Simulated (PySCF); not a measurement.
H2AlCl3GeO3, SMILES [OH][Al]([O][Ge]([Cl])([Cl])[Cl])[OH] at its PBE0/def2-SVP optimised geometry (Å):

```
10

Ge    -0.2038    -2.3188     0.0000
Cl    -0.8804    -3.3418     1.7643
Cl    -0.9157    -3.3701    -1.7073
Cl     1.9253    -2.3188     0.0000
O     -0.8007    -0.7066     0.0000
Al    -1.6439     0.4127     1.0026
O     -2.1868    -0.0357     2.5357
O     -1.9253     1.9765     0.4424
H     -2.0692    -0.9189     2.8923
H     -1.6469     2.3188    -0.4075
```

Method: PBE0/def2-TZVP (PySCF 2.14.0). Cells within 0.4 Å of a nucleus heavier than hydrogen are left out (blank, or x).

Map of the electrostatic potential (hartree/e), clipped to [-0.08, 0.12] on the plane z = 0.0 Å:

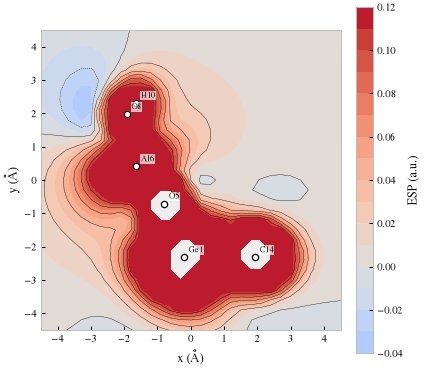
Fig. 1. Electrostatic potential (hartree/e), clipped to [-0.08, 0.12] on the plane z = 0.0 Å.
